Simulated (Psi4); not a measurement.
Excited-state calculation, with input and output: SiH3Cl

The run: excited-state calculation of SiH3Cl. Method and program: TDDFT (B3LYP)/cc-pVTZ, RKS (Psi4 1.11).

The geometry comes from this level: PBE0-D4/def2-TZVP.

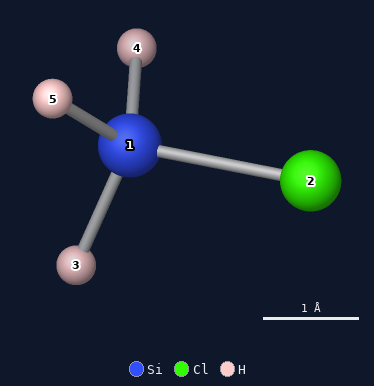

Figure 1. The input geometry (ball-and-stick view, seen at a tilt; atoms are numbered from 1 in the order of the input).

## Input (input.dat)
```python
memory 1.6 GB

molecule m {
  0 1
  Si    -0.21164933     0.03514891    -0.05839254
  Cl     3.47388353    -0.97037436     0.62342065
  H     -1.79694057    -0.92275327     2.03920346
  H     -1.01043656    -1.10681259    -2.48480088
  H     -0.36055974     2.82589645    -0.19785433
  units au
  symmetry c1
}

set basis cc-pVTZ
set puream true
set scf_type df
set dft_radial_points 99
set dft_spherical_points 590
set df_basis_scf cc-pvqz-jkfit
set save_jk true

from psi4.driver.procrouting.response.scf_response import tdscf_excitations
e_tot, wfn = energy("b3lyp", return_wfn=True)
states = tdscf_excitations(wfn, states=4, tda=False)
print_variables()
```

Command:
```bash
psi4 -i input.dat -o output.dat -n 1
```

## What the program printed
```
Psi4 1.11 release

   => Loading Basis Set <=

    Name: CC-PVTZ
    Role: ORBITAL
    Keyword: BASIS

         ---------------------------------------------------------
                                   SCF
                              RKS Reference
                        1 Threads,   1525 MiB Core
         ---------------------------------------------------------

  ==> Geometry <==

    Molecular point group: c1
    Full point group: C1

    Geometry (in Bohr), charge = 0, multiplicity = 1:

       Center              X                  Y                   Z               Mass
    ------------   -----------------  -----------------  -----------------  -----------------
         SI          -1.914923055464     0.522451032791    -0.354260281564    27.976926534650
         CL           1.770609804536    -0.483072237209     0.327552908436    34.968852682000
         H           -3.500214295464    -0.435451147209     1.743335718436     1.007825032230
         H           -2.713710285464    -0.619510467209    -2.780668621564     1.007825032230
         H           -2.063833465464     3.313198572791    -0.493722071564     1.007825032230

  Running in c1 symmetry.

  Rotational constants: A =      2.82833  B =      0.22178  C =      0.22178 [cm^-1]
  Rotational constants: A =  84791.31667  B =   6648.76103  C =   6648.74168 [MHz]
  Nuclear repulsion =   86.337218276030725

  Charge       = 0
  Multiplicity = 1
  Electrons    = 34
  Nalpha       = 17
  Nbeta        = 17

  ==> Algorithm <==

  SCF Algorithm Type is DF.
  DIIS enabled.
  MOM disabled.
  Fractional occupation disabled.
  Guess Type is SAD.
  Energy threshold   = 1.00e-06
  Density threshold  = 1.00e-06
  Integral threshold = 1.00e-12

  ==> Primary Basis <==

  Basis Set: CC-PVTZ
    Blend: CC-PVTZ
    Number of shells: 42
    Number of basis functions: 110
    Number of Cartesian functions: 123
    Spherical Harmonics?: true
    Max angular momentum: 3

  ==> DFT Potential <==

   => LibXC <=

    Version 7.1.2

   => Composite Functional: B3LYP <=

    B3LYP Hyb-GGA Exchange-Correlation Functional

    Deriv               =              1
    GGA                 =           TRUE
    Meta                =          FALSE

    Exchange Hybrid     =           TRUE
    MP2 Hybrid          =          FALSE

   => Exchange Functionals <=

    0.0800   Slater exchange
    0.7200         Becke 88

   => Exact (HF) Exchange <=

    0.2000               HF

   => Correlation Functionals <=

    0.1900   Vosko, Wilk & Nusair (VWN5_RPA)
    0.8100   Lee, Yang & Parr

   => LibXC Density Thresholds  <==

    XC_HYB_GGA_XC_B3LYP:  1.00E-15

   => Molecular Quadrature <=

    Radial Scheme          =       TREUTLER
    Pruning Scheme         =           NONE
    Nuclear Scheme         =       TREUTLER

    Blocking Scheme        =         OCTREE
    BS radius alpha        =              1
    Pruning alpha          =              1
    Radial Points          =             99
    Spherical Points       =            590
    Total Points           =         277529
    Total Blocks           =           2058
    Max Points             =            256
    Max Functions          =            110
    Weights Tolerance      =       1.00E-15

   => Loading Basis Set <=

    Name: CC-PVQZ-JKFIT
    Role: JKFIT
    Keyword: DF_BASIS_SCF

  ==> Integral Setup <==

  DFHelper Memory: AOs need 0.045 GiB; user supplied 0.327 GiB.
  SCF_SUBTYPE=INCORE selected. In-core MEM_DF algorithm will be used.
  Using in-core AOs.

  ==> MemDFJK: Density-Fitted J/K Matrices <==

    J tasked:                   Yes
    K tasked:                   Yes
    wK tasked:                   No
    Memory [MiB]:               334
    Algorithm:                 Core
    Schwarz Cutoff:           1E-12
    Mask sparsity (%):       0.0000
    Fitting Condition:        1E-10

   => Auxiliary Basis Set <=

  Basis Set: CC-PVQZ-JKFIT
    Blend: CC-PVQZ-JKFIT
    Number of shells: 119
    Number of basis functions: 449
    Number of Cartesian functions: 580
    Spherical Harmonics?: true
    Max angular momentum: 5

  Cached 100.0% of DFT collocation blocks in 0.791 [GiB].

  Minimum eigenvalue in the overlap matrix is 2.4946319720E-03.
  Reciprocal condition number of the overlap matrix is 4.8651896179E-04.
    Using symmetric orthogonalization.

  ==> Pre-Iterations <==

  SCF Guess: Superposition of Atomic Densities via on-the-fly atomic UHF (no occupation information).

   -------------------------
    Irrep   Nso     Nmo
   -------------------------
     A        110     110
   -------------------------
    Total     110     110
   -------------------------

  ==> Iterations <==

                           Total Energy        Delta E     RMS |[F,P]|

   @DF-RKS iter SAD:  -751.33496645453113   -7.51335e+02   0.00000e+00
   @DF-RKS iter   1:  -751.55956316610127   -2.24597e-01   2.96462e-03 DIIS/ADIIS
   @DF-RKS iter   2:  -751.58106114947941   -2.14980e-02   2.11927e-03 DIIS/ADIIS
   @DF-RKS iter   3:  -751.60467849724387   -2.36173e-02   2.72615e-04 DIIS/ADIIS
   @DF-RKS iter   4:  -751.60519710804408   -5.18611e-04   4.68863e-05 DIIS
   @DF-RKS iter   5:  -751.60520993043110   -1.28224e-05   1.73674e-05 DIIS
   @DF-RKS iter   6:  -751.60521206048202   -2.13005e-06   3.16736e-06 DIIS
   @DF-RKS iter   7:  -751.60521211232253   -5.18405e-08   3.26049e-07 DIIS
  Energy and wave function converged.

  ==> Post-Iterations <==

   Electrons on quadrature grid:
      Ntotal   =   33.9999997380 ; deviation = -2.620e-07

    Orbital Energies [Eh]
    ---------------------

    Doubly Occupied:

       1A   -101.554681     2A    -66.176081     3A     -9.461910
       4A     -7.222352     5A     -7.217166     6A     -7.217165
       7A     -5.318659     8A     -3.679201     9A     -3.675869
      10A     -3.675869    11A     -0.832862    12A     -0.554049
      13A     -0.397345    14A     -0.389021    15A     -0.389013
      16A     -0.322269    17A     -0.322264

    Virtual:

      18A     -0.009536    19A      0.038750    20A      0.038761
      21A      0.040954    22A      0.169072    23A      0.169073
      24A      0.178670    25A      0.194137    26A      0.194364
      27A      0.194369    28A      0.280079    29A      0.280208
      30A      0.280216    31A      0.356870    32A      0.382729
      33A      0.382740    34A      0.415232    35A      0.415242
      36A      0.534715    37A      0.555919    38A      0.555923
      39A      0.595392    40A      0.614384    41A      0.614389
      42A      0.636782    43A      0.797752    44A      0.797778
      45A      0.814988    46A      0.916720    47A      0.916724
      48A      0.965564    49A      0.971772    50A      0.971782
      51A      1.086574    52A      1.100187    53A      1.100216
      54A      1.192130    55A      1.311724    56A      1.311726
      57A      1.330717    58A      1.330738    59A      1.349739
      60A      1.353990    61A      1.408765    62A      1.527347
      63A      1.527394    64A      1.920816    65A      1.920817
      66A      1.990082    67A      1.990086    68A      2.029393
      69A      2.079162    70A      2.084150    71A      2.152630
      72A      2.152639    73A      2.174673    74A      2.241874
      75A      2.241877    76A      2.288884    77A      2.288894
      78A      2.432153    79A      2.432162    80A      2.450397
      81A      2.494493    82A      2.821219    83A      2.821251
      84A      3.113686    85A      3.125724    86A      3.208256
      87A      3.208259    88A      3.354334    89A      3.355555
      90A      3.355572    91A      3.518194    92A      3.518220
      93A      3.546411    94A      3.638649    95A      3.638715
      96A      3.640134    97A      3.739326    98A      3.856936
      99A      3.856954   100A      3.933453   101A      3.955366
     102A      4.046935   103A      4.046947   104A      4.156722
     105A      4.156745   106A      4.164921   107A      4.618347
     108A      4.618422   109A      4.939209   110A      5.366837

    Final Occupation by Irrep:
              A
    DOCC [    17 ]
    NA   [    17 ]
    NB   [    17 ]

  @DF-RKS Final Energy:  -751.60521211232253

   => Energetics <=

    Nuclear Repulsion Energy =             86.3372182760307254
    One-Electron Energy =               -1210.2337736680401576
    Two-Electron Energy =                 412.8236601893199236
    DFT Exchange-Correlation Energy =     -40.5323169096328613
    Empirical Dispersion Energy =           0.0000000000000000
    VV10 Nonlocal Energy =                  0.0000000000000000
    Total Energy =                       -751.6052121123224197

Computation Completed

Properties will be evaluated at   0.000000,   0.000000,   0.000000 [a0]

Properties computed using the SCF density matrix

 Multipole Moments:

 ------------------------------------------------------------------------------------
     Multipole            Electronic (a.u.)      Nuclear  (a.u.)        Total (a.u.)
 ------------------------------------------------------------------------------------

 L = 1.  Multiply by 2.5417464519 to convert [e a0] to [Debye]
 Dipole X            :          4.5040661           -4.9863141           -0.4822480
 Dipole Y            :         -1.2287110            1.3603234            0.1316124
 Dipole Z            :          0.8330119           -0.9222995           -0.0892876
 Magnitude           :                                                    0.5077965

 ------------------------------------------------------------------------------------

	total time  =          6 seconds =       0.10 minutes

******************************************************************************************
**********                               WARNING                                **********
**********       The names of excited state variables changed between 1.5       **********
**********     and 1.6. For a quick solution, remove the symmetry specifier     **********
**********   from the variable name. For full details, see 'Notes on Psivars'   **********
**********                        in the documentation.                         **********
******************************************************************************************

         ---------------------------------------------------------
                         TDSCF excitation energies
         ---------------------------------------------------------

  ==> Options <==

     Residual threshold  : 1.0000e-04
     Initial guess       : denominators
     Reference           : RHF
     Solver type         : RPA (Hamiltonian)

  ==> Requested Excitations <==

      4 singlet states with A symmetry

  ==> Seeking the lowest 4 singlet states with A symmetry

                        Generalized Hamiltonian Solver

  ==> Options <==

    Max number of iterations        = 60
    Eigenvector tolerance           = 1.0000e-04
    Max number of expansion vectors = 800

  => Iterations <=
                              Max[D[value]]     Max[|R|]   # vectors
  HamiltonianSolver iter   1:   3.22445e-01  1.02080e-01     16
  HamiltonianSolver iter   2:   2.15801e-03  3.43878e-02     24
  HamiltonianSolver iter   3:   1.70057e-04  1.00561e-02     32
  HamiltonianSolver iter   4:   9.71368e-06  3.78108e-03     40
  HamiltonianSolver iter   5:   1.15913e-06  1.22455e-03     48
  HamiltonianSolver iter   6:   1.10768e-07  4.83693e-04     56
  HamiltonianSolver iter   7:   1.02333e-07  9.39437e-04     62
  HamiltonianSolver iter   8:   3.54541e-07  2.10698e-03     64
  HamiltonianSolver iter   9:   2.01478e-06  3.11892e-03     66
  HamiltonianSolver iter  10:   7.57417e-07  1.17650e-03     68
  HamiltonianSolver iter  11:   8.16525e-08  4.28704e-04     70
  HamiltonianSolver iter  12:   1.12921e-08  1.64234e-04     72
  HamiltonianSolver iter  13:   1.25249e-09  8.12064e-05     74      Converged

******************************************************************************************
**********                               WARNING                                **********
**********  Length-gauge rotatory strengths are **NOT** gauge-origin invariant  **********
******************************************************************************************

                                    Excitation Energy         Total Energy        Oscillator Strength             Rotatory Strength
     #   Sym: GS->ES (Trans)        au              eV              au          au (length)    au (velocity)    au (length)    au (velocity)
    ---- -------------------- --------------- --------------- --------------- --------------- --------------- --------------- ---------------
     1        A->A (1 A)       0.26783         7.28790        -751.33739       0.0086          0.0095         -0.0000         -0.0000
     2        A->A (1 A)       0.26783         7.28805        -751.33738       0.0086          0.0095          0.0000          0.0000
     3        A->A (1 A)       0.31524         8.57812        -751.28997       0.0000          0.0000         -0.0000         -0.0000
     4        A->A (1 A)       0.32103         8.73557        -751.28419       0.0004          0.0011         -0.0000         -0.0000

Contributing excitations and de-excitations
Only contributions with abs(coeff) > 1.00e-01 will be printed:

Excited State    1 (1 A):   0.26783 au   170.12 nm f = 0.0086
  Sums of squares: Xssq =  1.000496e+00; Yssq =  4.959979e-04; Xssq - Yssq =  1.000000e+00
     17a  ->  18a    -0.997272 (99.455%)

Excited State    2 (1 A):   0.26783 au   170.12 nm f = 0.0086
  Sums of squares: Xssq =  1.000496e+00; Yssq =  4.960531e-04; Xssq - Yssq =  1.000000e+00
     16a  ->  18a    -0.997271 (99.455%)

Excited State    3 (1 A):   0.31524 au   144.54 nm f = 0.0000
  Sums of squares: Xssq =  1.000062e+00; Yssq =  6.197098e-05; Xssq - Yssq =  1.000000e+00
     16a  ->  19a     0.703650 (49.512%)
     17a  ->  20a    -0.702939 (49.412%)

Excited State    4 (1 A):   0.32103 au   141.93 nm f = 0.0004
  Sums of squares: Xssq =  1.000325e+00; Yssq =  3.253330e-04; Xssq - Yssq =  1.000000e+00
     14a  ->  18a     0.134642 ( 1.813%)
     16a  ->  19a    -0.541672 (29.341%)
     16a  ->  20a    -0.247093 ( 6.105%)
     16a  ->  21a    -0.454306 (20.639%)
     17a  ->  19a     0.246195 ( 6.061%)
     17a  ->  20a    -0.541940 (29.370%)
     17a  ->  21a    -0.229706 ( 5.276%)

******************************************************************************************
**********                               WARNING                                **********
**********       The names of excited state variables changed between 1.5       **********
**********     and 1.6. For a quick solution, remove the symmetry specifier     **********
**********   from the variable name. For full details, see 'Notes on Psivars'   **********
**********                        in the documentation.                         **********
******************************************************************************************

  Variable Map:
  ----------------------------------------------------------------------------
  "CURRENT ENERGY"              =>    -751.605212112323
  "CURRENT REFERENCE ENERGY"    =>    -751.605212112323
  "DD SOLVATION ENERGY"         =>       0.000000000000
  "DFT FUNCTIONAL TOTAL ENERGY" =>    -751.605212112322
  "DFT TOTAL ENERGY"            =>    -751.605212112322
  "DFT VV10 ENERGY"             =>       0.000000000000
  "DFT XC ENERGY"               =>     -40.532316909633
  "GRID ELECTRONS ALPHA"        =>      16.999999869024
  "GRID ELECTRONS BETA"         =>      16.999999869024
  "GRID ELECTRONS TOTAL"        =>      33.999999738048
  "NUCLEAR REPULSION ENERGY"    =>      86.337218276031
  "ONE-ELECTRON ENERGY"         =>   -1210.233773668040
  "PCM POLARIZATION ENERGY"     =>       0.000000000000
  "PE ENERGY"                   =>       0.000000000000
  "SCF ITERATION ENERGY"        =>    -751.605212112323
  "SCF ITERATIONS"              =>       7.000000000000
  "SCF TOTAL ENERGY"            =>    -751.605212112323
  "TWO-ELECTRON ENERGY"         =>     412.823660189320
  "XC GRID RADIAL POINTS"       =>      99.000000000000
  "XC GRID SPHERICAL POINTS"    =>     590.000000000000
  "XC GRID TOTAL POINTS"        =>  277529.000000000000

  Array Variable Map:
  ----------------------------------------------------------------------------
  "CURRENT DIPOLE"              =>      -0.482248019961 ... -0.089287551892 1 by 3
  "SCF DIPOLE"                  =>      -0.482248019961 ... -0.089287551892 1 by 3
  "SCF TOTAL ENERGIES"          =>    -751.334966454531 ... -751.605212112323 1 by 8

    Psi4 run time: 0:00:53.89
```

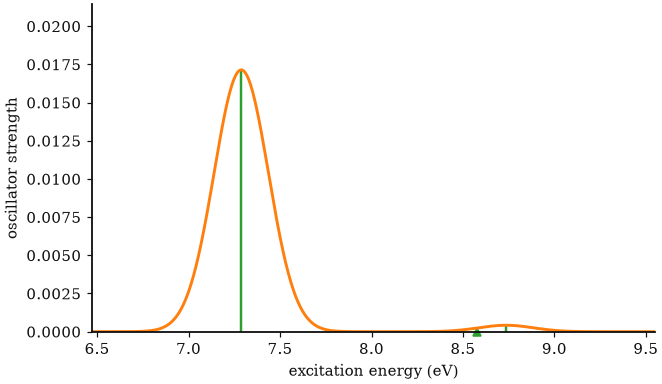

Figure 2. Computed excitations as sticks (degenerate states added up, dark ones marked on the axis), with a Gaussian envelope of 0.35 eV full width at half maximum, scaled to the tallest. Of the 4 states the lowest lies at 7.29 eV (f = 0.009); the strongest line is at 7.29 eV, or 170 nm (f = 0.017, summed over 2 states that lie within 0.004 eV).

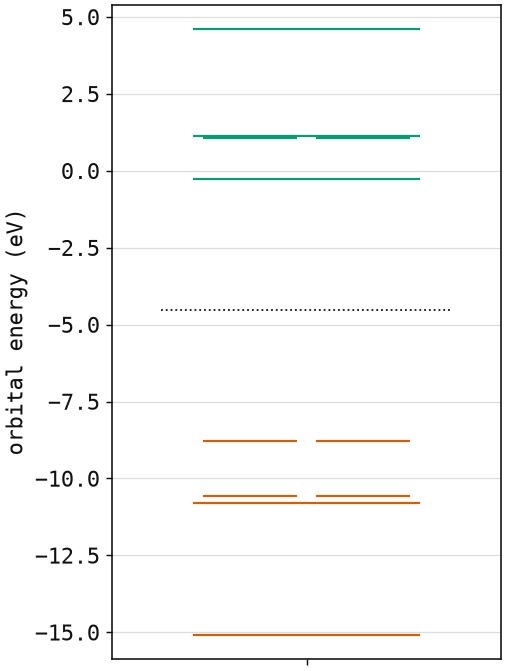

Figure 3. Orbital energies near the frontier; the dotted line parts filled from empty levels, and levels within 0.02 eV of each other stand side by side. Highest filled −8.77 eV, lowest empty −0.26 eV, 8.51 eV apart.

## Summary

- outcome: converged
- total energy: −751.605212 hartree
- basis functions: 110
- HOMO: −8.77 eV
- LUMO: −0.26 eV
- dipole moment: 1.29 D
- lowest excitation: 7.29 eV
- hardware: 1 thread of AMD EPYC (Zen 5), 16 GiB of memory available, shared host
- wall time: 55 s
- peak memory: 1.2 GiB
